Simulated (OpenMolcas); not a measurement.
Excited-state calculation of C8H16O (part 2 of 3)

Continued. System: C8H16O (2,2,4-trimethyl-3-pentanone), SMILES CC(C)C(=O)C(C)(C)C. Method: CASPT2/STO-3G (OpenMolcas 26.06). The geometry comes from this level: GFN2-xTB.

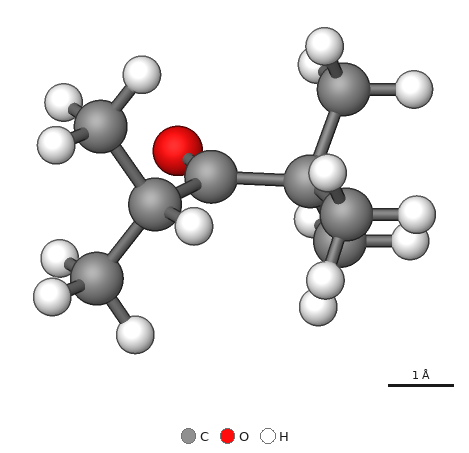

**Figure 1.** The structure as given in the input (ball-and-stick view, seen at a tilt).

Output, continued
```
      Total molecular charge    0.00

      ************************************************************************************************************************
      *                                            Wave function control section                                             *
      ************************************************************************************************************************

                                         RASSCF iterations: Energy and convergence statistics
                                         ----------------------------------------------------

          iter iter root      energy       change     param      element    value   shift minimum  type update hh:mm:ss
 Nr of preliminary CI iterations:   5
        1   1    4    0  -382.34002582    0.00E+00  -1.23E-04   17  40 1 -2.02E-05   0.19   0.00    SX    NO    0:00:00
        2   1    4    0  -382.34002584   -1.69E-08*  4.10E-05   16  32 1 -6.63E-06   0.19   0.00    SX    NO    0:00:00
        3   1    3    0  -382.34002584   -2.41E-09   1.92E-05   29  36 1 -3.89E-06   0.19   0.00    SX    NO    0:00:00
        4   7    4    0  -382.34002837   -2.53E-06* -1.09E-04   17  40 1  1.84E-05   0.19   0.00    SX    NO    0:00:00
        5   1    4    0  -382.34002838   -9.82E-09  -6.77E-05   18  42 1  1.17E-05   0.19   1.40    QN   YES    0:00:00
      Convergence after  5 iterations
        6   3    4    0  -382.34002838   -3.18E-09  -6.77E-05   36  61 1 -4.33E-06   0.19   1.40    QN   YES    0:00:00

      ************************************************************************************************************************
                                                      Wave function printout:
                       occupation of active orbitals, and spin coupling of open shells (u,d: Spin up or down)
      ************************************************************************************************************************

      Note: transformation to natural orbitals
      has been made, which may change the order of the CSFs.

      printout of CI-coefficients larger than  0.05 for root  1
      energy=    -382.530523
      conf/sym  1111111111     Coeff  Weight
             1  2222200000   0.95388 0.90988
           102  2220220000  -0.22036 0.04856
           167  2202200200  -0.05126 0.00263
           189  2ud2200u0d   0.06994 0.00489
           221  2022200002  -0.06258 0.00392

      printout of CI-coefficients larger than  0.05 for root  2
      energy=    -382.373771
      conf/sym  1111111111     Coeff  Weight
             2  2222ud0000   0.84487 0.71381
            22  u2222d0000  -0.40352 0.16283
            42  222ud20000   0.21655 0.04690
            88  u222dud000   0.05756 0.00331
           147  u22d220000  -0.19692 0.03878
           736  2ud2ud0u0d   0.06202 0.00385
           828  2022ud0002  -0.05598 0.00313

      printout of CI-coefficients larger than  0.05 for root  3
      energy=    -382.115791
      conf/sym  1111111111     Coeff  Weight
             2  2222ud0000  -0.44328 0.19650
             8  222u20d000   0.06283 0.00395
            22  u2222d0000  -0.76222 0.58098
            28  22220ud000  -0.10733 0.01152
            42  222ud20000   0.40125 0.16100
           147  u22d220000   0.06326 0.00400

      Natural orbitals and occupation numbers for root  1
      sym 1:   1.991339   1.977899   1.985269   1.888723   1.980005   0.112449   0.020443   0.019192   0.004743   0.019940

      Natural orbitals and occupation numbers for root  2
      sym 1:   1.970465   1.977699   1.983663   1.990722   1.006965   1.008143   0.020479   0.019040   0.002413   0.020411

      Natural orbitals and occupation numbers for root  3
      sym 1:   1.099197   1.976113   1.981942   1.884306   1.887825   1.095897   0.026041   0.019929   0.007288   0.021461

      ************************************************************************************************************************
      *                                                    Final results                                                     *
      ************************************************************************************************************************

++    Final optimization conditions:
      ------------------------------

      Average CI energy                            -382.34002838
      RASSCF energy for state  3                   -382.11579078
      Super-CI energy                                -0.00000000
      RASSCF energy change                            0.00000000
      Max change in MO coefficients               7.210E-05
      Max non-diagonal density matrix element    -6.773E-05
      Maximum BLB matrix element                 -4.331E-06
      (orbital pair  36,  61 in symmetry   1)
      Norm of electronic gradient            6.999E-02
--

      Final state energy(ies):
      ------------------------

::    RASSCF root number  1 Total energy:   -382.53052326
::    RASSCF root number  2 Total energy:   -382.37377110
::    RASSCF root number  3 Total energy:   -382.11579078
      Von Neumann Entropy (Root   1) =  0.57737

      Mulliken population analysis for root number:  1
      -----------------------------------------------

++    Molecular charges:
      ------------------

      Mulliken charges per centre
      ---------------------------

                C1      C2      C3      C4      O5      C6      C7      C8      C9      H10     H11     H12
      Total    6.1749  6.0696  6.1748  5.7877  8.2071  5.9889  6.1916  6.1805  6.1915  0.9451  0.9363  0.9453

      N-E     -0.1749 -0.0696 -0.1748  0.2123 -0.2071  0.0111 -0.1916 -0.1805 -0.1915  0.0549  0.0637  0.0547

                H13     H14     H15     H16     H17     H18     H19     H20     H21     H22     H23     H24
      Total    0.9433  0.9453  0.9364  0.9451  0.9386  0.9307  0.9422  0.9389  0.9372  0.9373  0.9308  0.9386

      N-E      0.0567  0.0547  0.0636  0.0549  0.0614  0.0693  0.0578  0.0611  0.0628  0.0627  0.0692  0.0614

                H25
      Total    0.9422

      N-E      0.0578

      Total electronic charge=   72.000000

      Total            charge=   -0.000000
--

      Expectation values of various properties for root number:  1
      -----------------------------------------------------------

++    Molecular properties:
      ---------------------

      Charge (e):
                      =   -0.0000
      Dipole Moment (debye):
      Origin of the operator (angstrom)=   -0.1882    0.0124   -0.1315
                   X=  1.1169E+00               Y= -4.0927E-02               Z=  8.0989E-01           Total=  1.3802E+00
      Quadrupole Moment (debye*angstrom):
      Origin of the operator (angstrom)=   -0.1882    0.0124   -0.1315
                  XX= -5.6693E+01              XY=  2.8905E-01              XZ= -1.3994E+00              YY= -5.4756E+01
                  YZ=  6.7692E-04              ZZ= -5.5568E+01
      In traceless form (debye*angstrom)
                  XX= -1.5307E+00              XY=  4.3358E-01              XZ= -2.0991E+00              YY=  1.3745E+00
                  YZ=  1.0154E-03              ZZ=  1.5622E-01
--

      Von Neumann Entropy (Root   2) =  1.26298

      Mulliken population analysis for root number:  2
      -----------------------------------------------

++    Molecular charges:
      ------------------

      Mulliken charges per centre
      ---------------------------

                C1      C2      C3      C4      O5      C6      C7      C8      C9      H10     H11     H12
      Total    6.1796  6.0092  6.1796  5.9736  8.1160  5.9455  6.1945  6.1791  6.1944  0.9449  0.9361  0.9452

      N-E     -0.1796 -0.0092 -0.1796  0.0264 -0.1160  0.0545 -0.1945 -0.1791 -0.1944  0.0551  0.0639  0.0548

                H13     H14     H15     H16     H17     H18     H19     H20     H21     H22     H23     H24
      Total    0.9412  0.9453  0.9361  0.9450  0.9384  0.9305  0.9423  0.9378  0.9371  0.9372  0.9306  0.9384

      N-E      0.0588  0.0547  0.0639  0.0550  0.0616  0.0695  0.0577  0.0622  0.0629  0.0628  0.0694  0.0616

                H25
      Total    0.9423

      N-E      0.0577

      Total electronic charge=   72.000000

      Total            charge=   -0.000000
--

      Expectation values of various properties for root number:  2
      -----------------------------------------------------------

++    Molecular properties:
      ---------------------

      Charge (e):
                      =   -0.0000
      Dipole Moment (debye):
      Origin of the operator (angstrom)=   -0.1882    0.0124   -0.1315
                   X=  8.5865E-01               Y=  1.0980E-02               Z=  6.5957E-01           Total=  1.0828E+00
      Quadrupole Moment (debye*angstrom):
      Origin of the operator (angstrom)=   -0.1882    0.0124   -0.1315
                  XX= -5.5996E+01              XY= -3.5869E-01              XZ= -7.8804E-01              YY= -5.4293E+01
                  YZ=  6.8217E-01              ZZ= -5.5368E+01
      In traceless form (debye*angstrom)
                  XX= -1.1661E+00              XY= -5.3803E-01              XZ= -1.1821E+00              YY=  1.3893E+00
                  YZ=  1.0233E+00              ZZ= -2.2321E-01
--

      Von Neumann Entropy (Root   3) =  1.38738

      Mulliken population analysis for root number:  3
      -----------------------------------------------

++    Molecular charges:
      ------------------

      Mulliken charges per centre
      ---------------------------

                C1      C2      C3      C4      O5      C6      C7      C8      C9      H10     H11     H12
      Total    6.1772  6.0007  6.1772  6.0275  8.2690  5.8896  6.1423  6.1778  6.1424  0.9449  0.9363  0.9428

      N-E     -0.1772 -0.0007 -0.1772 -0.0275 -0.2690  0.1104 -0.1423 -0.1778 -0.1424  0.0551  0.0637  0.0572

                H13     H14     H15     H16     H17     H18     H19     H20     H21     H22     H23     H24
      Total    0.9414  0.9429  0.9363  0.9449  0.9382  0.9307  0.9316  0.9325  0.9364  0.9365  0.9308  0.9382

      N-E      0.0586  0.0571  0.0637  0.0551  0.0618  0.0693  0.0684  0.0675  0.0636  0.0635  0.0692  0.0618

                H25
      Total    0.9317

      N-E      0.0683

      Total electronic charge=   72.000000

      Total            charge=   -0.000000
--

      Expectation values of various properties for root number:  3
      -----------------------------------------------------------

++    Molecular properties:
      ---------------------

      Charge (e):
                      =   -0.0000
      Dipole Moment (debye):
      Origin of the operator (angstrom)=   -0.1882    0.0124   -0.1315
                   X=  1.8602E+00               Y=  1.3610E+00               Z=  2.6045E+00           Total=  3.4780E+00
      Quadrupole Moment (debye*angstrom):
      Origin of the operator (angstrom)=   -0.1882    0.0124   -0.1315
                  XX= -5.6966E+01              XY= -5.3612E-01              XZ= -2.1962E+00              YY= -5.1638E+01
                  YZ=  2.2888E+00              ZZ= -5.4338E+01
      In traceless form (debye*angstrom)
                  XX= -3.9785E+00              XY= -8.0418E-01              XZ= -3.2943E+00              YY=  4.0141E+00
                  YZ=  3.4332E+00              ZZ= -3.5678E-02
--

      Average orbitals are written to the RASORB file
      Natural orbitals for root   1 are written to the RASORB.1 file
      Natural orbitals for root   2 are written to the RASORB.2 file
      Natural orbitals for root   3 are written to the RASORB.3 file
      Spin density orbitals for root   1 are written to the SPDORB.1 file
      Spin density orbitals for root   2 are written to the SPDORB.2 file
      Spin density orbitals for root   3 are written to the SPDORB.3 file

--- Stop Module: rasscf /rc=_RC_ALL_IS_WELL_ ---
           step3.SpdOrb.1 step3.SpdOrb.2 step3.SpdOrb.3 xmldump
--- Module rasscf spent 4 seconds ---

--- Start Module: caspt2 ---

                                              &CASPT2

                       available to each process: 1.9 GB of memory, 1 thread

++    Wave function specifications:
      -----------------------------

      Number of closed shell electrons          44
      Number of electrons in active shells      10
      Max number of holes in RAS1 space          0
      Max number of electrons in RAS3 space      0
      Number of inactive orbitals               22
      Number of active orbitals                 10
      Number of secondary orbitals              20
      Spin quantum number                      0.0
      State symmetry                             1
      Number of CSFs                         19404
      Number of CASSCF root(s) available         3
      CASPT2 state passed to geometry opt.       3
      A file JOBMIX will be created
      This is a MULTI-STATE CASSCF reference
      Number of CI roots used                    3
      These are:                                 1   2   3
      Off-diagonal elements of Heff are computed
--

++    Orbital specifications:
      -----------------------

      Symmetry species                           1
                                                 a
      Frozen orbitals                            9
      Inactive orbitals                         22
      Active orbitals                           10
      Secondary orbitals                        20
      Deleted orbitals                           0
      Number of basis functions                 61
--

++    CASPT2 specifications:
      ----------------------

      Type of calculation                        MS-CASPT2
      Fock operator                              state-specific
      IPEA shift                                 0.25
      Real shift                                 0.00
      Imaginary shift                            0.20
      The input orbitals will be transformed to quasi-canonical
--

--------------------------------------------------------------------------------
 Estimated memory requirements:
  POLY3 :                  3551880
  RHS:                      799908
  SIGMA :                   602000
  PRPCTL:                        0
 Available workspace:    232436821

++ CASPT2 computation for group   1

********************************************************************************
 Multi-State initialization phase begins for group   1
--------------------------------------------------------------------------------
********************************************************************************
 Compute H0 matrices for state    1
--------------------------------------------------------------------------------
--------------------------------------------------------------------------------
 H0 matrices have been computed.

********************************************************************************
  CASPT2 EQUATION SOLUTION
--------------------------------------------------------------------------------

  Total nr of CASPT2 parameters:
   Before reduction:      456230
   After  reduction:      455370

 Variance of |WF0>:       1.0051890597

 The contributions to the second order correlation energy in atomic units.
-----------------------------------------------------------------------------------------------------------------------------
  IT.      VJTU        VJTI        ATVX        AIVX        VJAI        BVAT        BJAT        BJAI        TOTAL       RNORM
-----------------------------------------------------------------------------------------------------------------------------
   1    -0.020135   -0.008073   -0.004257   -0.041008   -0.020101   -0.002306   -0.014355   -0.267145   -0.377378    0.006342
   2    -0.020258   -0.008132   -0.004291   -0.041283   -0.020192   -0.002349   -0.014424   -0.267611   -0.378539    0.000590
   3    -0.020260   -0.008132   -0.004291   -0.041286   -0.020191   -0.002350   -0.014419   -0.267602   -0.378531    0.000079
   4    -0.020259   -0.008132   -0.004291   -0.041284   -0.020190   -0.002350   -0.014418   -0.267597   -0.378521    0.000008
   5    -0.020259   -0.008132   -0.004291   -0.041284   -0.020190   -0.002350   -0.014418   -0.267597   -0.378521    0.000001
-----------------------------------------------------------------------------------------------------------------------------

  FINAL CASPT2 RESULT:

      Reference energy:        -382.5305232615
      E2 (Non-variational):      -0.3785210448
      Shift correction:          -0.0022752374
      E2 (Variational):          -0.3807962822
      Total energy:            -382.9113195437
      Residual norm:              0.0000001441
      Reference weight:           0.87292

      Contributions to the CASPT2 correlation energy
      Active & Virtual Only:         -0.0066412516
      One Inactive Excited:          -0.0759614496
      Two Inactive Excited:          -0.2959183437

++ Denominators, etc.
```
